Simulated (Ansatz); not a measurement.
# C2HBCl2: molecular dynamics

System: C2HBCl2, SMILES C#CB(Cl)Cl.
Method: RKS revPBE-d3bjatm/6-31G* (Ansatz 0.2.0).

The geometry comes from this level: PBE0-D4/def2-TZVP. Figures and captions count atoms from 1; the log counts them from 0 in places.

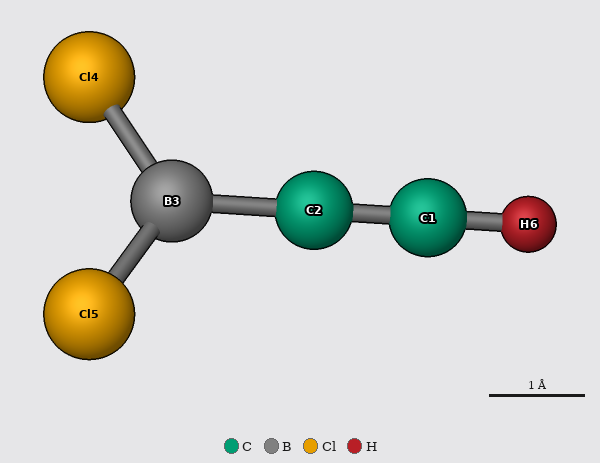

**Figure 1.** The input geometry (ball-and-stick view, seen at a tilt; atoms are numbered from 1 in the order of the input). Bond lengths as drawn: B–C 1.51 Å, B–Cl 1.74 Å, C–C 1.21 Å and C–H 1.07 Å.

**Key numbers**

| quantity | value |
| --- | --- |
| outcome | finished |
| mean temperature over the second half | 141 K |
| trajectory | 20 steps, 10 fs |
| ensemble | nvt_langevin |
| temperature in the input | 300 K |
| time step | 0.5 fs |
| potential energy (last step) | −27806.3911 eV |
| mean-field energy (last step) | −27806.0108 eV |
| dispersion energy (last step) | −0.3803 eV |
| SCF solution under orbital rotations (last step) | stable |
| largest force (length of the vector) (last step) | 2.009 eV/Å |
| dipole moment (last step) | 1.82 D |
| hardware | 4 threads of Arm Neoverse V1, 23 GiB of memory available, shared host |
| wall time | 14 s (CPU time 51 s) |
| peak memory | 0.4 GiB |

**Notes**

So short a trajectory is not equilibrated. The logged temperature at the start can lie below the typed one, since it is counted over all degrees of freedom. The temperature stays far from the 300 K of the thermostat over the second half: the run isn't equilibrated.

**The input**
```yaml
crystal:
  periodic: [false, false, false]
  atoms:
    - {symbol: C, position_ang: [-1.021995, 0.288042, 1.274617]}
    - {symbol: C, position_ang: [-0.279691, 0.072561, 0.349529]}
    - {symbol: B, position_ang: [0.647786, -0.196681, -0.806273]}
    - {symbol: Cl, position_ang: [0.825421, -1.813925, -1.428405]}
    - {symbol: Cl, position_ang: [1.548872, 1.107420, -1.528382]}
    - {symbol: H, position_ang: [-1.678393, 0.478581, 2.092613]}
basis:
  gaussian: {orbitals: "6-31G*"}
hamiltonian: {xc: {name: revPBE}, dispersion: d3bjatm}
md: {timestep: 0.5 fs, n_steps: 20, ensemble: nvt_langevin, temperature: 300, initial_velocities: maxwell_boltzmann, friction: 0.01, seed: 65}
```

Launch command:
```bash
ansatz run in.yaml --threads 4 --pin off --events-out ev --progress --plain --max-ram 10444MiB
```

**Output**
```
Functional definition: revPBE
  name "revPBE"
  cite "Zhang & Yang, Phys. Rev. Lett. 80, 890 (1998) doi:10.1103/PhysRevLett.80.890"
  cite "Perdew, Burke & Ernzerhof, Phys. Rev. Lett. 77, 3865 (1996) doi:10.1103/PhysRevLett.77.3865"
  parameter kappa = 1.245
  parameter beta = 0.06672455060314922
  exchange = pbe_x(kappa = kappa, mu = beta*pi^2/3)
  correlation = pbe_c(beta = beta)
957 factors; their error is unknown
mean field evaluation 1: about -27801.7755 eV, gradient 4.0e1 eV
mean field evaluation 2: about -27793.8659 eV, gradient 6.3e1 eV
mean field evaluation 4: about -27805.6521 eV, gradient 1.4e1 eV
mean field evaluation 8: about -27806.1033 eV, gradient 2.0e-1 eV
mean field evaluation 16: about -27806.0562 eV, gradient 7.3e-5 eV
mean field -27806.05620439 eV, -1021.8537178896 hartree, gradient 7.3e-5 eV, S^2 0.000000; 0 other end points of the search recorded, 0 dependent functions left out
the calculation of the forces begins
reference -27806.05623531 eV, -1021.8537190258 hartree; 26, 26 occupied and 59, 59 virtual orbitals, 957 factors
md step     0: t =     0.00 fs  T =   250.0 K  F+E_penalty+E_count = -27806.43609390 eV  E_kin = 0.193890 eV  (26 SCF iters)
these checks for a lower state are left out or cut short: starts, cluster_reference, orbital_swaps, neighbouring_geometries, increment
957 factors; their error is unknown
mean field -27806.04277141 eV, -1021.8532242364 hartree, gradient 1.8e-5 eV, S^2 0.000000; 0 other end points of the search recorded, 0 dependent functions left out
[... from here on the field's lines of each further geometry are left out, up to the last ...]
md step     1: t =     0.50 fs  T =   233.5 K  F+E_penalty+E_count = -27806.42299895 eV  E_kin = 0.181101 eV  (30 SCF iters)
md step     2: t =     1.00 fs  T =   210.8 K  F+E_penalty+E_count = -27806.39912889 eV  E_kin = 0.163489 eV  (30 SCF iters)
md step     3: t =     1.50 fs  T =   178.7 K  F+E_penalty+E_count = -27806.37322622 eV  E_kin = 0.138582 eV  (30 SCF iters)
md step     4: t =     2.00 fs  T =   162.4 K  F+E_penalty+E_count = -27806.35861034 eV  E_kin = 0.125953 eV  (30 SCF iters)
md step     5: t =     2.50 fs  T =   168.7 K  F+E_penalty+E_count = -27806.36243502 eV  E_kin = 0.130810 eV  (30 SCF iters)
md step     6: t =     3.00 fs  T =   173.4 K  F+E_penalty+E_count = -27806.38106908 eV  E_kin = 0.134487 eV  (30 SCF iters)
md step     7: t =     3.50 fs  T =   192.2 K  F+E_penalty+E_count = -27806.40401601 eV  E_kin = 0.149055 eV  (30 SCF iters)
md step     8: t =     4.00 fs  T =   198.2 K  F+E_penalty+E_count = -27806.42230596 eV  E_kin = 0.153752 eV  (30 SCF iters)
md step     9: t =     4.50 fs  T =   194.5 K  F+E_penalty+E_count = -27806.42850128 eV  E_kin = 0.150814 eV  (30 SCF iters)
md step    10: t =     5.00 fs  T =   180.9 K  F+E_penalty+E_count = -27806.41883162 eV  E_kin = 0.140299 eV  (30 SCF iters)
md step    11: t =     5.50 fs  T =   163.6 K  F+E_penalty+E_count = -27806.39612553 eV  E_kin = 0.126854 eV  (30 SCF iters)
md step    12: t =     6.00 fs  T =   132.9 K  F+E_penalty+E_count = -27806.36709941 eV  E_kin = 0.103037 eV  (31 SCF iters)
md step    13: t =     6.50 fs  T =   114.2 K  F+E_penalty+E_count = -27806.33818551 eV  E_kin = 0.088565 eV  (31 SCF iters)
md step    14: t =     7.00 fs  T =    96.6 K  F+E_penalty+E_count = -27806.31478078 eV  E_kin = 0.074898 eV  (31 SCF iters)
md step    15: t =     7.50 fs  T =    93.3 K  F+E_penalty+E_count = -27806.30185061 eV  E_kin = 0.072342 eV  (31 SCF iters)
md step    16: t =     8.00 fs  T =    93.6 K  F+E_penalty+E_count = -27806.30257849 eV  E_kin = 0.072605 eV  (30 SCF iters)
md step    17: t =     8.50 fs  T =   123.2 K  F+E_penalty+E_count = -27806.31736570 eV  E_kin = 0.095560 eV  (28 SCF iters)
md step    18: t =     9.00 fs  T =   152.9 K  F+E_penalty+E_count = -27806.34324096 eV  E_kin = 0.118579 eV  (30 SCF iters)
md step    19: t =     9.50 fs  T =   183.0 K  F+E_penalty+E_count = -27806.37104398 eV  E_kin = 0.141897 eV  (30 SCF iters)
the calculation of the forces begins
reference -27806.01075882 eV, -1021.8520477956 hartree; 26, 26 occupied and 59, 59 virtual orbitals, 957 factors
957 factors; their error is unknown
mean field evaluation 192: about -27806.0107 eV, gradient 3.2e-4 eV
mean field -27806.01072744 eV, -1021.8520466426 hartree, gradient 1.7e-5 eV, S^2 0.000000; 1 other end points of the search recorded, 0 dependent functions left out
the calculation of the forces begins
reference -27806.01075882 eV, -1021.8520477956 hartree; 26, 26 occupied and 59, 59 virtual orbitals, 957 factors
md step    20: t =    10.00 fs  T =   220.3 K  F+E_penalty+E_count = -27806.39106494 eV  E_kin = 0.170875 eV  (27 SCF iters)
```

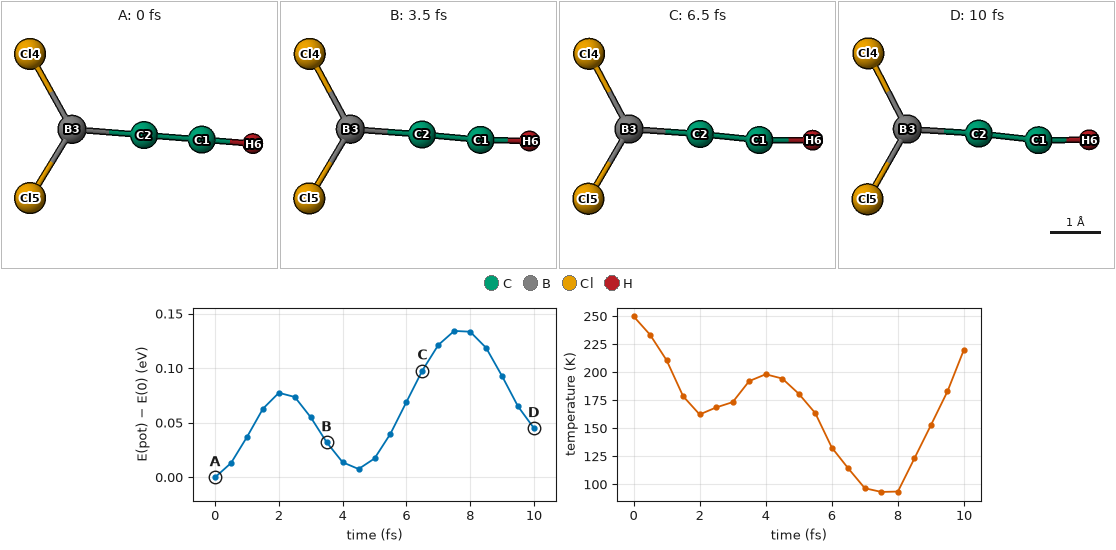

**Figure 2.** Frames of the molecular dynamics (ball-and-stick, seen at a tilt) above the curves, on which the letters mark them. The trajectory kept here has 21 frames over 10 fs. The temperature starts at 250 K, ranges from 93 to 250 K and averages 141 K over the second half. The potential energy ends 0.045 eV above its first value. After an unweighted best fit of the last frame on the first, the root-mean-square displacement is 0.05 Å.

```
Total energy: -27806.39109632 eV, -1021.8660249409 hartree
Atom 0 at    -0.990038     0.296705     1.278059 Å, force    -0.000446    -0.390584    -0.614804 eV/Å
Atom 1 at    -0.262453     0.035080     0.307634 Å, force    -1.110357     0.626896     1.552360 eV/Å
Atom 2 at     0.649387    -0.206182    -0.844836 Å, force     0.094251     0.627606     0.310865 eV/Å
Atom 3 at     0.819504    -1.821364    -1.406493 Å, force     0.268045    -1.104865    -0.655218 eV/Å
Atom 4 at     1.547483     1.138540    -1.526908 Å, force     0.227237     0.185323    -0.296636 eV/Å
Atom 5 at    -1.750571     0.386927     2.056611 Å, force     0.521271     0.055625    -0.296567 eV/Å
Dipole moment:    -0.260490     0.014885     0.275639 e Å
```

**Trajectory as extended XYZ (Å, eV, eV/Å), 16 of the 21 frames kept, from step=0 to step=20**
```
6
Properties=species:S:1:pos:R:3:forces:R:3 step=0 time_fs=0.0 energy=-27806.43609 temperature=250.0
C    -1.0220    0.2880    1.2746   -1.1699   0.3396   1.4579
C    -0.2797    0.0726    0.3495    1.2298  -0.3570  -1.5326
B     0.6478   -0.1967   -0.8063   -0.2416   0.0701   0.3011
Cl    0.8254   -1.8139   -1.4284    0.0676  -0.6315  -0.2408
Cl    1.5489    1.1074   -1.5284    0.3503   0.5102  -0.2799
H    -1.6784    0.4786    2.0926   -0.2362   0.0686   0.2943
6
Properties=species:S:1:pos:R:3:forces:R:3 step=1 time_fs=0.5 energy=-27806.42300 temperature=233.5
C    -1.0193    0.2885    1.2750   -0.6062   0.1652   0.7373
C    -0.2788    0.0709    0.3475    1.1273  -0.3171  -1.4023
B     0.6475   -0.1977   -0.8084   -0.2273   0.1191   0.3128
Cl    0.8247   -1.8140   -1.4267    0.0792  -0.6748  -0.2696
Cl    1.5483    1.1086   -1.5285    0.3457   0.4958  -0.2830
H    -1.6711    0.4666    2.0757   -0.7187   0.2119   0.9048
6
Properties=species:S:1:pos:R:3:forces:R:3 step=3 time_fs=1.5 energy=-27806.37323 temperature=178.7
C    -1.0146    0.2895    1.2759    0.5048  -0.1394  -0.6439
C    -0.2761    0.0671    0.3431    0.8209  -0.2036  -1.0149
B     0.6468   -0.1994   -0.8127   -0.1769   0.2120   0.3182
Cl    0.8237   -1.8140   -1.4232    0.1023  -0.7656  -0.3298
Cl    1.5473    1.1112   -1.5284    0.3366   0.4691  -0.2912
H    -1.6620    0.4443    2.0482   -1.5878   0.4275   1.9615
6
Properties=species:S:1:pos:R:3:forces:R:3 step=4 time_fs=2.0 energy=-27806.35861 temperature=162.4
C    -1.0124    0.2901    1.2762    0.8428  -0.2235  -1.0591
C    -0.2746    0.0648    0.3406    0.6351  -0.1341  -0.7792
B     0.6463   -0.2003   -0.8148   -0.1395   0.2628   0.3092
Cl    0.8232   -1.8138   -1.4215    0.1144  -0.8166  -0.3623
Cl    1.5471    1.1125   -1.5281    0.3295   0.4531  -0.2932
H    -1.6627    0.4338    2.0410   -1.7824   0.4584   2.1846
6
Properties=species:S:1:pos:R:3:forces:R:3 step=5 time_fs=2.5 energy=-27806.36243 temperature=168.7
C    -1.0103    0.2908    1.2763    0.9338  -0.2504  -1.1805
C    -0.2727    0.0626    0.3379    0.4468  -0.0642  -0.5412
B     0.6458   -0.2013   -0.8171   -0.1008   0.3180   0.3017
Cl    0.8226   -1.8136   -1.4198    0.1273  -0.8719  -0.3973
Cl    1.5470    1.1138   -1.5278    0.3225   0.4364  -0.2961
H    -1.6678    0.4251    2.0388   -1.7296   0.4322   2.1134
6
Properties=species:S:1:pos:R:3:forces:R:3 step=7 time_fs=3.5 energy=-27806.40402 temperature=192.2
C    -1.0053    0.2915    1.2761    0.4800  -0.1883  -0.7035
C    -0.2692    0.0581    0.3322    0.1143   0.0636  -0.1167
B     0.6450   -0.2026   -0.8217   -0.0213   0.4007   0.2744
Cl    0.8215   -1.8134   -1.4165    0.1524  -0.9652  -0.4613
Cl    1.5472    1.1166   -1.5273    0.3115   0.4074  -0.3038
H    -1.6880    0.4146    2.0468   -1.0369   0.2818   1.3109
6
Properties=species:S:1:pos:R:3:forces:R:3 step=8 time_fs=4.0 energy=-27806.42231 temperature=198.2
C    -1.0029    0.2919    1.2757    0.0841  -0.1359  -0.2860
C    -0.2674    0.0559    0.3294   -0.0471   0.1250   0.0911
B     0.6448   -0.2031   -0.8236    0.0215   0.4358   0.2499
Cl    0.8209   -1.8134   -1.4151    0.1648  -1.0064  -0.4903
Cl    1.5472    1.1180   -1.5270    0.3063   0.3924  -0.3066
H    -1.7014    0.4115    2.0555   -0.5295   0.1891   0.7418
6
Properties=species:S:1:pos:R:3:forces:R:3 step=9 time_fs=4.5 energy=-27806.42850 temperature=194.5
C    -1.0008    0.2922    1.2753   -0.3394  -0.0861   0.1553
C    -0.2652    0.0540    0.3267   -0.2217   0.1868   0.3135
B     0.6445   -0.2037   -0.8250    0.0762   0.4615   0.2072
Cl    0.8203   -1.8135   -1.4139    0.1748  -1.0376  -0.5136
Cl    1.5472    1.1194   -1.5267    0.3004   0.3768  -0.3083
H    -1.7162    0.4090    2.0667    0.0098   0.0986   0.1459
6
Properties=species:S:1:pos:R:3:forces:R:3 step=11 time_fs=5.5 energy=-27806.39613 temperature=163.6
C    -0.9969    0.2927    1.2747   -1.0804  -0.0153   0.8961
C    -0.2619    0.0501    0.3218   -0.5244   0.2962   0.7045
B     0.6438   -0.2048   -0.8271    0.1834   0.5085   0.1168
Cl    0.8196   -1.8138   -1.4122    0.1926  -1.0878  -0.5531
Cl    1.5470    1.1221   -1.5260    0.2836   0.3400  -0.3054
H    -1.7468    0.4055    2.0889    0.9452  -0.0416  -0.8590
6
Properties=species:S:1:pos:R:3:forces:R:3 step=12 time_fs=6.0 energy=-27806.36710 temperature=132.9
C    -0.9952    0.2932    1.2744   -1.3328  -0.0034   1.1275
C    -0.2609    0.0479    0.3195   -0.6462   0.3469   0.8656
B     0.6435   -0.2052   -0.8284    0.2256   0.5329   0.0834
Cl    0.8193   -1.8140   -1.4114    0.2020  -1.1099  -0.5718
Cl    1.5470    1.1237   -1.5260    0.2722   0.3184  -0.3008
H    -1.7600    0.4040    2.0974    1.2792  -0.0848  -1.2039
6
Properties=species:S:1:pos:R:3:forces:R:3 step=13 time_fs=6.5 energy=-27806.33819 temperature=114.2
C    -0.9940    0.2937    1.2741   -1.4932  -0.0091   1.2561
C    -0.2603    0.0455    0.3172   -0.7599   0.3977   1.0179
B     0.6434   -0.2057   -0.8298    0.2579   0.5582   0.0598
Cl    0.8191   -1.8143   -1.4107    0.2120  -1.1305  -0.5903
Cl    1.5470    1.1254   -1.5261    0.2604   0.2959  -0.2954
H    -1.7710    0.4024    2.1035    1.5228  -0.1121  -1.4481
6
Properties=species:S:1:pos:R:3:forces:R:3 step=15 time_fs=7.5 energy=-27806.30185 temperature=93.3
C    -0.9922    0.2943    1.2740   -1.5855  -0.0469   1.2596
C    -0.2601    0.0411    0.3133   -0.9358   0.4846   1.2588
B     0.6434   -0.2064   -0.8332    0.2902   0.5972   0.0509
Cl    0.8188   -1.8157   -1.4093    0.2300  -1.1481  -0.6194
Cl    1.5469    1.1291   -1.5262    0.2363   0.2484  -0.2852
H    -1.7850    0.4002    2.1069    1.7648  -0.1353  -1.6646
6
Properties=species:S:1:pos:R:3:forces:R:3 step=16 time_fs=8.0 energy=-27806.30258 temperature=93.6
C    -0.9916    0.2946    1.2744   -1.4915  -0.0837   1.1085
C    -0.2604    0.0394    0.3115   -1.0067   0.5244   1.3627
B     0.6440   -0.2065   -0.8354    0.2791   0.6079   0.0725
Cl    0.8188   -1.8166   -1.4086    0.2389  -1.1474  -0.6303
Cl    1.5469    1.1311   -1.5265    0.2292   0.2299  -0.2835
H    -1.7864    0.3996    2.1036    1.7511  -0.1311  -1.6299
6
Properties=species:S:1:pos:R:3:forces:R:3 step=17 time_fs=8.5 energy=-27806.31737 temperature=123.2
C    -0.9910    0.2951    1.2750   -1.3075  -0.1355   0.8662
C    -0.2609    0.0379    0.3100   -1.0482   0.5566   1.4309
B     0.6451   -0.2064   -0.8376    0.2462   0.6125   0.1158
Cl    0.8187   -1.8176   -1.4079    0.2478  -1.1411  -0.6393
Cl    1.5470    1.1330   -1.5268    0.2271   0.2168  -0.2852
H    -1.7837    0.3976    2.0964    1.6346  -0.1094  -1.4883
6
Properties=species:S:1:pos:R:3:forces:R:3 step=19 time_fs=9.5 energy=-27806.37104 temperature=183.0
C    -0.9903    0.2963    1.2769   -0.5482  -0.2980  -0.0157
C    -0.2619    0.0357    0.3080   -1.1150   0.6135   1.5451
B     0.6477   -0.2062   -0.8424    0.1579   0.6229   0.2318
Cl    0.8191   -1.8200   -1.4069    0.2620  -1.1199  -0.6517
Cl    1.5473    1.1368   -1.5270    0.2250   0.1937  -0.2912
H    -1.7650    0.3903    2.0718    1.0183  -0.0121  -0.8183
6
Properties=species:S:1:pos:R:3:forces:R:3 step=20 time_fs=10.0 energy=-27806.39106 temperature=220.3
C    -0.9900    0.2967    1.2781   -0.0004  -0.3906  -0.6148
C    -0.2625    0.0351    0.3076   -1.1104   0.6269   1.5524
B     0.6494   -0.2062   -0.8448    0.0943   0.6276   0.3109
Cl    0.8195   -1.8214   -1.4065    0.2680  -1.1049  -0.6552
Cl    1.5475    1.1385   -1.5269    0.2272   0.1853  -0.2966
H    -1.7506    0.3869    2.0566    0.5213   0.0556  -0.2966
```

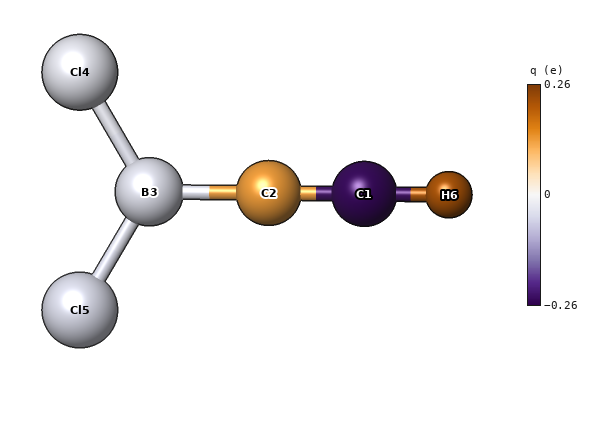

**Figure 3.** Mulliken charges, as the colour of each atom (ball-and-stick view, seen on its broad side; atoms are numbered from 1 in the order of the input). By element: C −0.25 to +0.13, B −0.03, Cl −0.05 to −0.03 and H +0.22 e.
